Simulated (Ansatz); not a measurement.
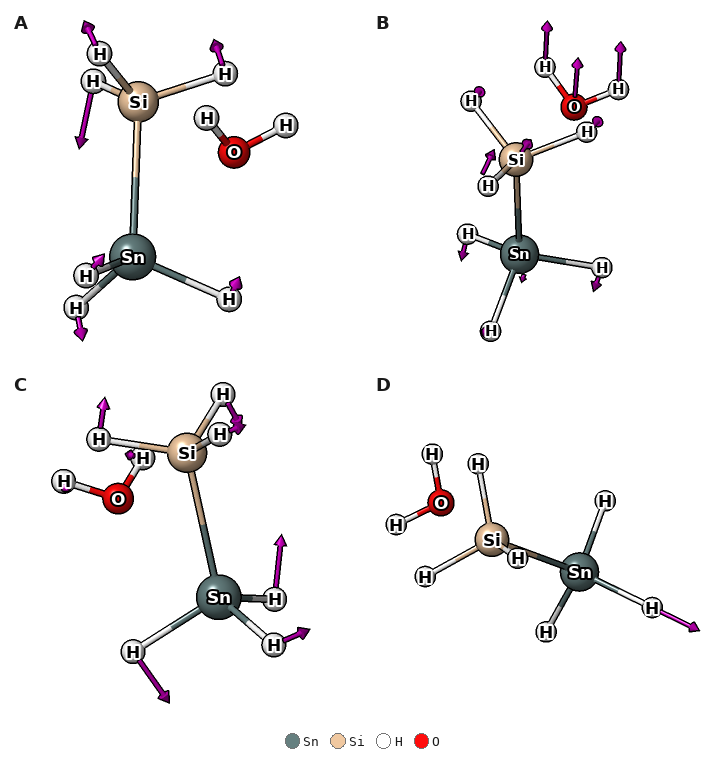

4 normal modes of one molecule or complex, as arrows. Harmonic vibrations computed with RKS PBE0-D4/def2-TZVP, core potentials on Sn (Ansatz 0.2.0) at a stationary point of the same level.

Question: Match the panels to the wavenumbers 65 cm⁻¹, 354 cm⁻¹, 541 cm⁻¹, 1911 cm⁻¹.

Answer: A: 541 cm⁻¹, H–Si–Sn bending
B: 65 cm⁻¹
C: 354 cm⁻¹, H–Sn–Si bending
D: 1911 cm⁻¹, Sn–H stretching
